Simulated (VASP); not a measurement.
Band structure of MgI$_{2}$ (1T layered). All values below come from vdW-DF-cx, VASP's PBE PAW potentials (set 64) (plane waves; VASP).

Unless said otherwise, spin-orbit coupling is left out, though it shifts the bands of the heavy elements here.

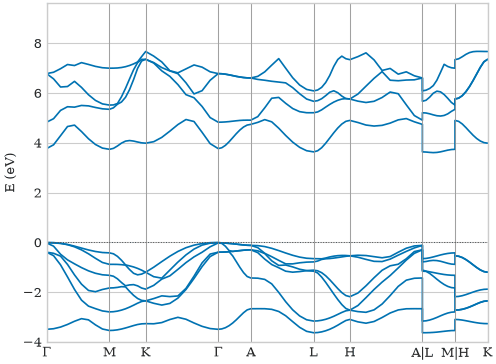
Fig. 1. Bands along high-symmetry lines, zero at the valence-band maximum or, without a gap, the Fermi level

Q: Read the plot: is there a gap, and where are the band edges?

A: The gap is indirect, 3.61 eV, from the valence maximum at Γ to the conduction minimum at L-M at 0.33. (Edges off the drawn lines would not show.)

The compound is MgI2 in the 1T layered structure. It was relaxed first.
